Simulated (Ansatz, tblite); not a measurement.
# SnHMe2(SiH3) (C₂H₁₀SiSn): removing and adding an electron

What does removing or adding an electron cost or gain for SnHMe2(SiH3) (C₂H₁₀SiSn)? Each charged state is run at several levels.

Program: Ansatz 0.2.0, Gaussian basis. Level of theory: as each input shows. These are calculated values, not measurements.

Levels to be run: charge +1 doublet, at the geometry of the singlet (PBE0-D4/def2-TZVP, PBE-D4/def2-TZVP, BLYP-D4/def2-TZVP); charge -1 doublet, at the geometry of the singlet (PBE0-D4/def2-TZVPD, PBE-D4/def2-TZVPD, BLYP-D4/def2-TZVPD); the starting singlet's energies come from earlier runs.

4 further runs of the same task are left out: 1 that didn't finish, 3 set aside as unsound or not needed.

## Step 1: The structure

The geometry is that of the singlet, from an earlier relaxation (PBE-D4/def2-SVP).

14 atoms, charge 0, spin multiplicity 1.

Atoms are counted from 1 here; the program's logs count them from 0.

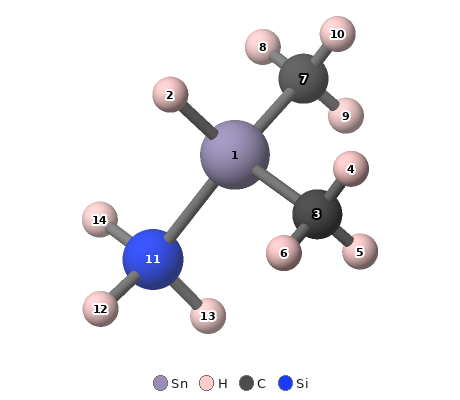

The geometry (tin purple, hydrogen pink, carbon dark grey, silicon blue); atoms are numbered from 1 in the order of the file.

Sn takes a core potential in the def2 sets. No spin-orbit coupling is included.

## Step 2: Charge +1 doublet at the fixed geometry, PBE0-D4/def2-TZVP

Contents of in.yaml:

```yaml
crystal:
  periodic: [false, false, false]
  atoms:
    - {symbol: Sn, position_ang: [0.064641, 0.113356, 0.612319]}
    - {symbol: H, position_ang: [0.076241, 0.136463, 2.351242]}
    - {symbol: C, position_ang: [2.122889, 0.140167, -0.099312]}
    - {symbol: H, position_ang: [2.635482, 1.044912, 0.281168]}
    - {symbol: H, position_ang: [2.136646, 0.156544, -1.206195]}
    - {symbol: H, position_ang: [2.664373, -0.757475, 0.255444]}
    - {symbol: C, position_ang: [-0.950728, 1.903847, -0.099495]}
    - {symbol: H, position_ang: [-1.995699, 1.922526, 0.264496]}
    - {symbol: H, position_ang: [-0.953265, 1.920387, -1.206403]}
    - {symbol: H, position_ang: [-0.422434, 2.802761, 0.273227]}
    - {symbol: Si, position_ang: [-1.154618, -2.014272, -0.221735]}
    - {symbol: H, position_ang: [-0.524306, -3.262423, 0.341769]}
    - {symbol: H, position_ang: [-1.091409, -2.103523, -1.725891]}
    - {symbol: H, position_ang: [-2.607793, -2.003262, 0.179356]}
basis:
  gaussian: {orbitals: def2-TZVP}
total_charge: 1
magnetization: {spin_polarized: true, initial_magnetization: 1}
hamiltonian: {xc: pbe0, dispersion: d4}
scf: {omitted_lower_state_checks: [starts]}
output: {orbitals: {seedname: orbitals}}
```

On the command line:

```bash
$ ansatz run in.yaml --threads 2 --pin off --events-out ev --progress --plain --max-ram 32768MiB --backend cpu
```

The program printed:

```text
Functional definition: PBE0
  name "PBE0"
  cite "Adamo & Barone, J. Chem. Phys. 110, 6158 (1999) doi:10.1063/1.478522"
  cite "Perdew, Burke & Ernzerhof, Phys. Rev. Lett. 77, 3865 (1996) doi:10.1103/PhysRevLett.77.3865"
  parent pbe
  parameter a = 0.25
  parameter kappa = 0.804
  parameter beta = 0.06672455060314922
  exchange = (1 - a)*pbe_x(kappa = kappa, mu = beta*pi^2/3) + a*exact_x
  correlation = pbe_c(beta = beta)
these checks for a lower state are left out or cut short: starts
1529 factors; their error is unknown
mean field evaluation 1: about -15914.0894 eV, gradient 6.1e1 eV
mean field evaluation 2: about -15890.5668 eV, gradient 8.0e1 eV
mean field evaluation 4: about -15931.6225 eV, gradient 4.9e0 eV
mean field evaluation 8: about -15931.7900 eV, gradient 2.7e-1 eV
mean field evaluation 16: about -15931.8837 eV, gradient 2.7e-3 eV
mean field -15931.88366890 eV, -585.4859258136 hartree, gradient 2.1e-5 eV, S^2 0.754706; 0 other end points of the search recorded, 0 dependent functions left out
reference -15931.88371108 eV, -585.4859273634 hartree; 29, 28 occupied and 180, 181 virtual orbitals, 1529 factors
Total energy: -15932.09854652 eV, -585.4938224203 hartree
Checks for a lower state left out: starts
```

Wall time 12 s (2 threads of AMD EPYC 7R13, shared host); peak memory 0.78 GiB.

From the report: HOMO -12.77 eV, LUMO -11.00 eV (over both spins); ⟨S²⟩ 0.755 (pure: 0.75).

## Step 3: Charge +1 doublet at the fixed geometry, PBE-D4/def2-TZVP

start.molden holds the orbitals of an earlier run on this state, given as this run's starting guess.

Edit in.yaml of step 2 so:

```diff
@@ -18,6 +18,6 @@
 basis:
-  gaussian: {orbitals: def2-TZVP}
+  gaussian: {orbitals: def2-TZVP, initial_orbitals: start.molden}
 total_charge: 1
 magnetization: {spin_polarized: true, initial_magnetization: 1}
-hamiltonian: {xc: pbe0, dispersion: d4}
+hamiltonian: {xc: pbe, dispersion: d4}
 scf: {omitted_lower_state_checks: [starts]}
```

Launched as before.

The program printed:

```text
Functional definition: PBE
  name "PBE"
  cite "Perdew, Burke & Ernzerhof, Phys. Rev. Lett. 77, 3865 (1996) doi:10.1103/PhysRevLett.77.3865"
  parent pbe
  parameter kappa = 0.804
  parameter beta = 0.06672455060314922
  exchange = pbe_x(kappa = kappa, mu = beta*pi^2/3)
  correlation = pbe_c(beta = beta)
these checks for a lower state are left out or cut short: starts
1440 factors; their error is unknown
mean field evaluation 1: about -15930.3387 eV, gradient 6.6e0 eV
mean field evaluation 2: about -15930.4602 eV, gradient 1.5e-1 eV
mean field evaluation 4: about -15930.4250 eV, gradient 1.2e-2 eV
mean field evaluation 8: about -15930.4250 eV, gradient 1.6e-5 eV
mean field -15930.42498466 eV, -585.4323201563 hartree, gradient 1.6e-5 eV, S^2 0.752541; 0 other end points of the search recorded, 0 dependent functions left out
reference -15930.42504072 eV, -585.4323222166 hartree; 29, 28 occupied and 180, 181 virtual orbitals, 1440 factors
Total energy: -15930.67373185 eV, -585.4414614470 hartree
Checks for a lower state left out: starts
```

Wall time 6.5 s (2 threads of AMD EPYC 7R13, shared host).

Report: HOMO -11.79 eV, LUMO -11.64 eV (over both spins); ⟨S²⟩ 0.753 (pure: 0.75).

## Step 4: Charge +1 doublet at the fixed geometry, BLYP-D4/def2-TZVP

Edit in.yaml of step 3 so:

```diff
@@ -21,3 +21,3 @@
 magnetization: {spin_polarized: true, initial_magnetization: 1}
-hamiltonian: {xc: pbe, dispersion: d4}
+hamiltonian: {xc: {name: BLYP}, dispersion: d4}
 scf: {omitted_lower_state_checks: [starts]}
```

The command is unchanged.

The program printed (excerpt; [...] marks lines left out):

```text
Functional definition: BLYP
  name "BLYP"
  cite "Becke, Phys. Rev. A 38, 3098 (1988) doi:10.1103/PhysRevA.38.3098"
  cite "Lee, Yang & Parr, Phys. Rev. B 37, 785 (1988) doi:10.1103/PhysRevB.37.785"
[...]
1440 factors; their error is unknown
[...]
mean field -15934.92687505 eV, -585.5977615766 hartree, gradient 1.4e-5 eV, S^2 0.752139; 0 other end points of the search recorded, 0 dependent functions left out
reference -15934.92732574 eV, -585.5977781392 hartree; 29, 28 occupied and 180, 181 virtual orbitals, 1440 factors
Total energy: -15935.44974221 eV, -585.6169765903 hartree
Checks for a lower state left out: starts
```

Wall time 7 s (2 threads of AMD EPYC 7R13, shared host).

Report: HOMO -11.65 eV, LUMO -11.55 eV (over both spins); ⟨S²⟩ 0.752 (pure: 0.75).

## Step 5: Vertical ionisation energy

Charged state less starting state, singlet to doublet; the starting state's energies are those of its earlier runs.

| level | vertical ionisation energy (eV) | time |
| --- | --- | --- |
| PBE-D4/def2-TZVP | +9.10 | 9.1 s |
| BLYP-D4/def2-TZVP | +9.02 | 9.7 s |
| PBE0-D4/def2-TZVP | +9.30 | 18 s |

Times add the two runs; a level without a time comes out of a correlated run.

Beside −ε(HOMO) of the starting state:

| level | −ε(HOMO) (eV) | by difference (eV) | mismatch (eV) |
| --- | --- | --- | --- |
| PBE-D4/def2-TZVP | 6.46 | 9.10 | -2.65 |
| BLYP-D4/def2-TZVP | 6.31 | 9.02 | -2.71 |
| PBE0-D4/def2-TZVP | 7.49 | 9.30 | -1.80 |

## Step 6: Charge -1 doublet at the fixed geometry, PBE0-D4/def2-TZVPD

Edit in.yaml of step 4 so:

```diff
@@ -18,6 +18,6 @@
 basis:
-  gaussian: {orbitals: def2-TZVP, initial_orbitals: start.molden}
-total_charge: 1
+  gaussian: {orbitals: def2-TZVPD}
+total_charge: -1
 magnetization: {spin_polarized: true, initial_magnetization: 1}
-hamiltonian: {xc: {name: BLYP}, dispersion: d4}
+hamiltonian: {xc: pbe0, dispersion: d4}
 scf: {omitted_lower_state_checks: [starts]}
```

Same command.

The program printed (excerpt; [...] marks lines left out):

```text
Functional definition: PBE0
  name "PBE0"
  cite "Adamo & Barone, J. Chem. Phys. 110, 6158 (1999) doi:10.1063/1.478522"
  cite "Perdew, Burke & Ernzerhof, Phys. Rev. Lett. 77, 3865 (1996) doi:10.1103/PhysRevLett.77.3865"
  parent pbe
[...]
1642 factors; their error is unknown
[...]
mean field -15940.31104179 eV, -585.7956260548 hartree, gradient 8.1e-6 eV, S^2 0.750332; 0 other end points of the search recorded, 0 dependent functions left out
reference -15940.31109591 eV, -585.7956280437 hartree; 30, 29 occupied and 233, 234 virtual orbitals, 1642 factors
Total energy: -15940.60067282 eV, -585.8062697989 hartree
Checks for a lower state left out: starts
```

It took 34 s on 2 threads of AMD EPYC 7R13, shared host; peak memory 1.2 GiB.

HOMO 1.81 eV, LUMO 2.86 eV (over both spins); ⟨S²⟩ 0.750 (pure: 0.75). Doubts: highest occupied level lies above zero.

## Step 7: Charge -1 doublet at the fixed geometry, PBE-D4/def2-TZVPD

Edit in.yaml of step 6 so:

```diff
@@ -18,6 +18,6 @@
 basis:
-  gaussian: {orbitals: def2-TZVPD}
+  gaussian: {orbitals: def2-TZVPD, initial_orbitals: start.molden}
 total_charge: -1
 magnetization: {spin_polarized: true, initial_magnetization: 1}
-hamiltonian: {xc: pbe0, dispersion: d4}
+hamiltonian: {xc: pbe, dispersion: d4}
 scf: {omitted_lower_state_checks: [starts]}
```

Launched as before.

The program printed:

```text
Functional definition: PBE
  name "PBE"
  cite "Perdew, Burke & Ernzerhof, Phys. Rev. Lett. 77, 3865 (1996) doi:10.1103/PhysRevLett.77.3865"
  parent pbe
  parameter kappa = 0.804
  parameter beta = 0.06672455060314922
  exchange = pbe_x(kappa = kappa, mu = beta*pi^2/3)
  correlation = pbe_c(beta = beta)
these checks for a lower state are left out or cut short: starts
1537 factors; their error is unknown
mean field evaluation 1: about -15938.7377 eV, gradient 6.6e0 eV
mean field evaluation 2: about -15938.8548 eV, gradient 1.5e-1 eV
mean field evaluation 4: about -15938.8197 eV, gradient 2.3e-2 eV
mean field evaluation 8: about -15938.8197 eV, gradient 1.2e-4 eV
mean field -15938.81971523 eV, -585.7408208147 hartree, gradient 1.5e-5 eV, S^2 0.750251; 0 other end points of the search recorded, 0 dependent functions left out
reference -15938.81978645 eV, -585.7408234319 hartree; 30, 29 occupied and 233, 234 virtual orbitals, 1537 factors
Total energy: -15939.15486560 eV, -585.7531373636 hartree
Checks for a lower state left out: starts
```

It took 21 s on 2 threads of AMD EPYC 7R13, shared host.

From the report: HOMO 2.04 eV, LUMO 2.34 eV (over both spins); ⟨S²⟩ 0.750 (pure: 0.75). Doubts: highest occupied level lies above zero.

## Step 8: Charge -1 doublet at the fixed geometry, BLYP-D4/def2-TZVPD

Edit in.yaml of step 7 so:

```diff
@@ -21,3 +21,3 @@
 magnetization: {spin_polarized: true, initial_magnetization: 1}
-hamiltonian: {xc: pbe, dispersion: d4}
+hamiltonian: {xc: {name: BLYP}, dispersion: d4}
 scf: {omitted_lower_state_checks: [starts]}
```

Same command.

The program printed (excerpt; [...] marks lines left out):

```text
Functional definition: BLYP
  name "BLYP"
  cite "Becke, Phys. Rev. A 38, 3098 (1988) doi:10.1103/PhysRevA.38.3098"
  cite "Lee, Yang & Parr, Phys. Rev. B 37, 785 (1988) doi:10.1103/PhysRevB.37.785"
[...]
1537 factors; their error is unknown
[...]
mean field -15943.10275678 eV, -585.8982196885 hartree, gradient 9.5e-6 eV, S^2 0.750180; 0 other end points of the search recorded, 0 dependent functions left out
reference -15943.10317905 eV, -585.8982352065 hartree; 30, 29 occupied and 233, 234 virtual orbitals, 1537 factors
Total energy: -15943.80717361 eV, -585.9241065295 hartree
Checks for a lower state left out: starts
```

Wall time 20 s (2 threads of AMD EPYC 7R13, shared host).

HOMO 2.20 eV, LUMO 2.42 eV (over both spins); ⟨S²⟩ 0.750 (pure: 0.75). Doubts: highest occupied level lies above zero.

## Step 9: Vertical electron affinity

Starting state less charged state (positive: the electron is bound), singlet to doublet; the starting state's energies are those of its earlier runs.

| level | vertical electron affinity (eV) | time |
| --- | --- | --- |
| PBE-D4/def2-TZVPD | -0.65 | 25 s |
| BLYP-D4/def2-TZVPD | -0.69 | 24 s |
| PBE0-D4/def2-TZVPD | -0.81 | 41 s |

Times add the two runs; a level without a time comes out of a correlated run.

Beside −ε(LUMO) of the starting state:

| level | −ε(LUMO) (eV) | by difference (eV) | mismatch (eV) |
| --- | --- | --- | --- |
| PBE-D4/def2-TZVPD | 0.81 | -0.65 | +1.46 |
| BLYP-D4/def2-TZVPD | 0.77 | -0.69 | +1.45 |
| PBE0-D4/def2-TZVPD | 0.13 | -0.81 | +0.94 |

## Step 10: What came out

| quantity | value |
| --- | --- |
| vertical ionisation energy, functionals in def2-TZVP | 9.02 (BLYP-D4) to 9.30 eV (PBE0-D4) |
| vertical electron affinity, functionals in def2-TZVPD | -0.81 (PBE0-D4) to -0.65 eV (PBE-D4) |

The vertical ionisation energy spans 9.02 to 9.30 eV over the functionals. −ε(HOMO) misses the level's own difference by -1.80 eV at best (PBE0-D4) and -2.71 eV at worst (BLYP-D4). The vertical electron affinity spans -0.81 to -0.65 eV over the functionals. A negative affinity means an unbound electron, held by the basis alone. −ε(LUMO) misses the level's own difference by +0.94 eV at best (PBE0-D4) and +1.46 eV at worst (PBE-D4).
